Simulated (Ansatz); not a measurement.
**BSi2H (singlet): correlated methods under varied settings at a displaced geometry (v1)**

Aim: run BSi2H (singlet) at one geometry under a spread of methods and options, and see what each costs and gives.

Method: the settings change from run to run; program: Ansatz 0.2.0, Gaussian basis.

15 further runs of the same task are left out: 7 that didn't finish, 8 set aside as unsound or not needed. Runs told in other sessions of the task aren't counted.

## (1) The system

The geometry is a PBE0/def2-TZVP stationary point (not a proven minimum) with its atoms shifted at random (size 0.040 Å).

4 atoms, charge 0, spin multiplicity 1.

Atoms are counted from 1 here; the program's logs count them from 0.

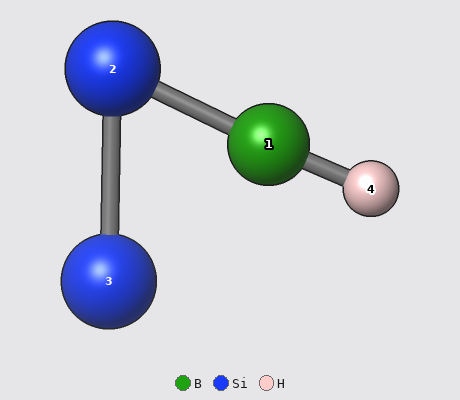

The structure; boron green, silicon blue, hydrogen pink; atoms are numbered from 1 in the order of the file.

Coordinates:

```
B    -0.0183    1.2869    0.5142
Si   -0.0191   -0.4708    1.0049
Si    0.0288   -0.1117   -1.2116
H    -0.0739    2.4285    0.2444
```

## (2) CCSD on RHF/cc-pVDZ

Contents of in.yaml:

```yaml
crystal:
  periodic: [false, false, false]
  atoms:
    - {symbol: B, position_ang: [-0.018300, 1.286900, 0.514191]}
    - {symbol: Si, position_ang: [-0.019133, -0.470810, 1.004854]}
    - {symbol: Si, position_ang: [0.028831, -0.111712, -1.211554]}
    - {symbol: H, position_ang: [-0.073946, 2.428450, 0.244412]}
basis:
  gaussian: {orbitals: cc-pVDZ, fitting: {mean_field: def2-universal-jkfit}}
magnetization: {spin_polarized: false}
correlation: {method: ccsd, electrons: all, diis_vectors: 2}
accuracy: high
```

Launch:

```
> ansatz run in.yaml --threads 1 --pin off --events-out ev --progress --plain --max-ram 2393MiB
```

The program printed (excerpt; [...] marks lines left out):

```text
Functional definition: HF
  name "HF"
  cite "Fock, Z. Phys. 61, 126 (1930) doi:10.1007/BF01340294"
  parent pbe
[...]
349 factors; integrals over basis functions are off by at most 2.2e-1 eV
[...]
mean field -16408.31164801 eV, -602.9943311113 hartree, gradient 1.6e-8 eV, S^2 0.000000; 1 other end points of the search recorded, 0 dependent functions left out; unrestricted orbitals would lower it
determinant -16408.31164801 eV, -602.9943311113 hartree, with singles and doubles -16416.53289435 eV, -603.2964563417 hartree
determinant -16405.06726349 eV, -602.8751021791 hartree, with singles and doubles -16412.64826952 eV, -603.1536990122 hartree
reference -16408.31164801 eV, -602.9943311113 hartree; 17, 17 occupied and 38, 38 virtual orbitals, 349 factors
second order -7.49231806 eV of doubles, -0.00000000 eV of singles
cycle   1  -8.22028749 eV  change    9.6e-4 eV  update   1.9e-3
[...]
cycle  28  -8.22076996 eV  change   7.8e-10 eV  update   3.0e-9
Total energy: -16416.53241797 eV, -603.2964388352 hartree
```

It took 6.5 s on 1 thread of Arm Neoverse V1, shared host.

From the report: correlation -8.2208 eV; T1 0.015; largest double amplitude 0.09.

## (3) CCSD on RHF/aug-cc-pVDZ

in.yaml, as its differences from that of step 2:

```diff
@@ -8,5 +8,5 @@
 basis:
-  gaussian: {orbitals: cc-pVDZ, fitting: {mean_field: def2-universal-jkfit}}
+  gaussian: {orbitals: aug-cc-pVDZ}
 magnetization: {spin_polarized: false}
-correlation: {method: ccsd, electrons: all, diis_vectors: 2}
-accuracy: high
+hamiltonian: {pseudopotentials: {relativity: none}}
+correlation: {method: ccsd, electrons: outside_noble_gas}
```

Same command.

The program printed (excerpt; [...] marks lines left out):

```text
Functional definition: HF
  name "HF"
  cite "Fock, Z. Phys. 61, 126 (1930) doi:10.1007/BF01340294"
  parent pbe
[...]
873 factors; integrals over basis functions are off by at most 1.2e-3 eV
[...]
mean field -16408.38392531 eV, -602.9969872531 hartree, gradient 1.9e-6 eV, S^2 0.000000; 2 other end points of the search recorded, 0 dependent functions left out; unrestricted orbitals would lower it
determinant -16408.38392531 eV, -602.9969872531 hartree, with singles and doubles -16416.44543938 eV, -603.2932424309 hartree
determinant -16405.19823924 eV, -602.8799154494 hartree, with singles and doubles -16413.48108991 eV, -603.1843045970 hartree
determinant -16405.17587893 eV, -602.8790937231 hartree, with singles and doubles -16412.60039452 eV, -603.1519396385 hartree
11 core orbitals not correlated: weight in the atoms' cores, before any rotation towards them, 1.000 or more for the frozen orbitals, at most 0.000 for the correlated occupied ones
reference -16408.38392531 eV, -602.9969872531 hartree; 6, 6 occupied and 69, 69 virtual orbitals, 873 factors
second order -7.28498358 eV of doubles, -0.00000000 eV of singles
cycle   1  -8.02833290 eV  change   -1.6e-1 eV  update   2.0e-2
[...]
cycle  11  -8.03930277 eV  change   -2.8e-6 eV  update   8.0e-6
Total energy: -16416.42322808 eV, -603.2924261806 hartree
```

Run time: 5.5 s. Hardware: 1 thread of Arm Neoverse V1, shared host; peak memory 0.26 GiB.

From the report: correlation -8.0393 eV; T1 0.025; largest double amplitude 0.08.

## (4) CASCI(2,8)/STO-3G

in.yaml, as its differences from that of step 3:

```diff
@@ -8,5 +8,4 @@
 basis:
-  gaussian: {orbitals: aug-cc-pVDZ}
-magnetization: {spin_polarized: false}
-hamiltonian: {pseudopotentials: {relativity: none}}
-correlation: {method: ccsd, electrons: outside_noble_gas}
+  gaussian: {orbitals: STO-3G}
+correlation: {active_space: {window: {electrons: 2, orbitals: 8}, fixed_orbitals: true, states: [{multiplicity: 1, weights: [1, 1, 1]}], root: 1}}
+output: {forces: true}
```

The command is unchanged.

The program printed (excerpt; [...] marks lines left out):

```text
Functional definition: HF
  name "HF"
  cite "Fock, Z. Phys. 61, 126 (1930) doi:10.1007/BF01340294"
  parent pbe
[...]
429 factors; integrals over basis functions are off by at most 3.2e-8 eV
[...]
mean field -16216.39367428 eV, -595.9414756633 hartree, gradient 2.4e-6 eV, S^2 0.000000; 0 other end points of the search recorded, 0 dependent functions left out
reference -16216.39367428 eV, -595.9414756633 hartree; 17, 17 occupied and 7, 7 virtual orbitals, 429 factors
state -16217.30875596 eV, -595.9751042948 hartree
state -16216.05934271 eV, -595.9291892048 hartree
state -16214.10997917 eV, -595.8575514161 hartree
[...]
Total energy: -16216.05934271 eV, -595.9291892048 hartree
Atom 0 at    -0.018300     1.286900     0.514191 Å, force    -0.116354    -0.501902    -1.946577 eV/Å
Atom 1 at    -0.019133    -0.470810     1.004854 Å, force     0.015230     0.067004     1.112768 eV/Å
Atom 2 at     0.028831    -0.111712    -1.211554 Å, force     0.002434     1.038570     0.233246 eV/Å
Atom 3 at    -0.073946     2.428450     0.244412 Å, force     0.098690    -0.603672     0.600563 eV/Å
Dipole moment:     0.006929    -0.088148    -0.032457 e Å
```

It took 0.39 s on 1 thread of Arm Neoverse V1, shared host.

From the report: 64 determinants; active occupations (of the averaged states) 0.97, 0.95, 0.04, 0.03, 0.01, 0.00, 0.00, 0.00.

## (5) MP2 on RHF/6-31G*

Contents of in.yaml:

```yaml
crystal:
  periodic: [false, false, false]
  atoms:
    - {symbol: B, position_ang: [-0.018300, 1.286900, 0.514191]}
    - {symbol: Si, position_ang: [-0.019133, -0.470810, 1.004854]}
    - {symbol: Si, position_ang: [0.028831, -0.111712, -1.211554]}
    - {symbol: H, position_ang: [-0.073946, 2.428450, 0.244412]}
basis:
  gaussian: {orbitals: "6-31G*"}
magnetization: {spin_polarized: false}
hamiltonian: {pseudopotentials: {relativity: scalar}}
correlation: {method: mp2, electrons: valence}
accuracy: high
```

Launched as before.

The program printed:

```text
Functional definition: HF
  name "HF"
  cite "Fock, Z. Phys. 61, 126 (1930) doi:10.1007/BF01340294"
  parent pbe
  exchange = exact_x
  correlation = 0
1120 factors; integrals over basis functions are off by at most 3.8e-9 eV
mean field evaluation 1: about -16436.2470 eV, gradient 1.2e1 eV
mean field evaluation 2: about -16436.3012 eV, gradient 1.2e1 eV
mean field evaluation 4: about -16437.0396 eV, gradient 2.2e0 eV
mean field evaluation 8: about -16437.0671 eV, gradient 1.9e-1 eV
mean field evaluation 16: about -16437.0681 eV, gradient 1.4e-8 eV
mean field -16437.06807303 eV, -604.0511102391 hartree, gradient 1.4e-8 eV, S^2 0.000000; 0 other end points of the search recorded, 0 dependent functions left out; unrestricted orbitals would lower it
11 core orbitals not correlated: weight in the atoms' cores, before any rotation towards them, 1.000 or more for the frozen orbitals, at most 0.000 for the correlated occupied ones
reference -16437.06807303 eV, -604.0511102391 hartree; 6, 6 occupied and 38, 38 virtual orbitals, 1120 factors
second order -6.76164953 eV of doubles, -0.00000000 eV of singles
Total energy: -16443.82972257 eV, -604.2995962762 hartree
Relativity: scalar
```

Wall time 1.1 s (1 thread of Arm Neoverse V1, shared host).

## (6) CCSD(T) on RHF/def2-mTZVP

in.yaml, as its differences from that of step 5:

```diff
@@ -8,6 +8,4 @@
 basis:
-  gaussian: {orbitals: "6-31G*"}
+  gaussian: {orbitals: def2-mTZVP}
 magnetization: {spin_polarized: false}
-hamiltonian: {pseudopotentials: {relativity: scalar}}
-correlation: {method: mp2, electrons: valence}
-accuracy: high
+correlation: {method: ccsd_t, electrons: outside_noble_gas}
```

Same command.

The program printed (excerpt; [...] marks lines left out):

```text
Functional definition: HF
  name "HF"
  cite "Fock, Z. Phys. 61, 126 (1930) doi:10.1007/BF01340294"
  parent pbe
[...]
573 factors; integrals over basis functions are off by at most 1.2e-3 eV
[...]
mean field -16408.23341492 eV, -602.9914560981 hartree, gradient 2.7e-6 eV, S^2 0.000000; 1 other end points of the search recorded, 0 dependent functions left out; unrestricted orbitals would lower it
determinant -16408.23341492 eV, -602.9914560981 hartree, with singles and doubles -16415.63369564 eV, -603.2634113987 hartree
determinant -16405.15597657 eV, -602.8783623248 hartree, with singles and doubles -16411.81308506 eV, -603.1230065496 hartree
11 core orbitals not correlated: weight in the atoms' cores, before any rotation towards them, 1.000 or more for the frozen orbitals, at most 0.000 for the correlated occupied ones
reference -16408.23341492 eV, -602.9914560981 hartree; 6, 6 occupied and 49, 49 virtual orbitals, 573 factors
second order -6.71465374 eV of doubles, -0.00000000 eV of singles
cycle   1  -7.36375146 eV  change   -1.3e-1 eV  update   1.9e-2
[...]
cycle  10  -7.37856929 eV  change    5.0e-6 eV  update   1.3e-5
perturbative correction -0.53472468 eV, -0.0196507696 hartree
Total energy: -16416.14670889 eV, -603.2822642878 hartree
```

Wall time 2.3 s (1 thread of Arm Neoverse V1, shared host).

From the report: correlation -7.9133 eV; T1 0.025; largest double amplitude 0.09.

## (7) BCCD on RHF/def2-mTZVP

in.yaml, as its differences from that of step 6:

```diff
@@ -10,2 +10,2 @@
 magnetization: {spin_polarized: false}
-correlation: {method: ccsd_t, electrons: outside_noble_gas}
+correlation: {method: bccd, electrons: outside_noble_gas}
```

The command is unchanged.

The program printed (excerpt; [...] marks lines left out):

```text
Functional definition: HF
  name "HF"
  cite "Fock, Z. Phys. 61, 126 (1930) doi:10.1007/BF01340294"
  parent pbe
[...]
573 factors; integrals over basis functions are off by at most 1.2e-3 eV
[...]
mean field -16408.23341492 eV, -602.9914560981 hartree, gradient 2.7e-6 eV, S^2 0.000000; 1 other end points of the search recorded, 0 dependent functions left out; unrestricted orbitals would lower it
determinant -16408.23341492 eV, -602.9914560981 hartree, with singles and doubles -16415.63369564 eV, -603.2634113987 hartree
determinant -16405.15597657 eV, -602.8783623248 hartree, with singles and doubles -16411.81308506 eV, -603.1230065496 hartree
11 core orbitals not correlated: weight in the atoms' cores, before any rotation towards them, 1.000 or more for the frozen orbitals, at most 0.000 for the correlated occupied ones
reference -16408.23341492 eV, -602.9914560981 hartree; 6, 6 occupied and 49, 49 virtual orbitals, 573 factors
second order -6.71465374 eV of doubles, -0.00000000 eV of singles
cycle   1  -7.33237688 eV  change   -1.0e-1 eV  update   2.7e-2
[...]
cycle  11  -7.34441748 eV  change    2.9e-6 eV  update   1.5e-5
WARN: the results are in doubt because among natural orbitals full CI differs from the method by -0.081 eV
Total energy: -16415.57783239 eV, -603.2613584621 hartree
In doubt: among natural orbitals full CI differs from the method by -0.081 eV
```

Wall time 2.4 s (1 thread of Arm Neoverse V1, shared host).

From the report: correlation -7.3444 eV; largest double amplitude 0.09. Mind the lines of doubt at the end of the log.

## (8) All runs side by side

 † marks a result that the program doubts.

```
                                           level         correlated  functions  energy (eV)    time
                             CCSD on RHF/cc-pVDZ                all         55  -16416.5324   6.5 s
                         CCSD on RHF/aug-cc-pVDZ  outside noble gas         86  -16416.4232   5.5 s
CASCI(2,8)/STO-3G (excited root 1 of an average)                            24  -16216.0593  0.39 s
              MP2 on RHF/6-31G* (relativity set)            valence         55  -16443.8297   1.1 s
                       CCSD(T) on RHF/def2-mTZVP  outside noble gas         66  -16416.1467   2.3 s
                        BCCD on RHF/def2-mTZVP †  outside noble gas         66  -16415.5778   2.4 s
```

## (9) Summary of results

```
quantity                                                     value
    runs                                                         6
quickest  CASCI(2,8)/STO-3G (excited root 1 of an average), 0.39 s
 slowest                                CCSD on RHF/cc-pVDZ, 6.5 s
```

In words: Total energies in different bases, with other cores or another treatment of relativity can't be set against each other. CCSD on RHF/cc-pVDZ took 17 times as long as CASCI(2,8)/STO-3G (excited root 1 of an average); the jobs differ in more than the method.
